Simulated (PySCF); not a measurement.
SMILES CN(C)[SiH2][SiH2][SiH3] (C2H13NSi3) at its GFN2-xTB optimised geometry (Å):

```
19

Si    -0.3953     1.4150     0.0000
Si    -1.2549     0.1843    -1.7595
Si    -0.6318    -2.0535    -1.8788
N     -1.2841    -2.9559    -3.2017
C     -0.7838    -2.7466    -4.5356
C     -2.6728    -3.3365    -3.1987
H     -0.8058     0.8768     1.3001
H     -0.7986     2.8230     0.0000
H      1.0705     1.4150     0.0000
H     -0.9243     0.8730    -3.0249
H     -2.7284     0.2995    -1.7379
H      0.8177    -2.2231    -2.0474
H     -1.0705    -2.8230    -0.7066
H      0.2779    -2.5161    -4.4954
H     -1.3008    -1.9236    -5.0469
H     -0.9227    -3.6548    -5.1291
H     -2.8091    -4.2429    -3.7956
H     -2.9936    -3.5393    -2.1799
H     -3.3175    -2.5526    -3.6182
```

Method: PBE0/def2-SVP (PySCF).

Map of the Laplacian of the electron density (e/bohr⁵) on the plane z = 1.0 Å:

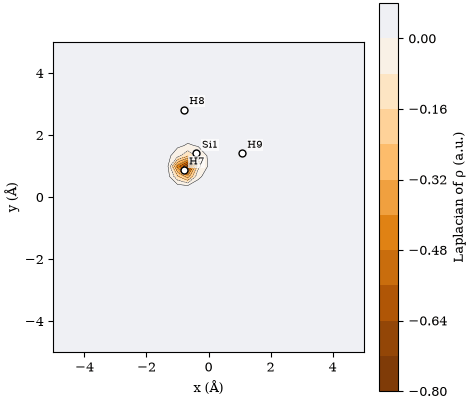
Figure. Laplacian of the electron density (e/bohr⁵) on the plane z = 1.0 Å.
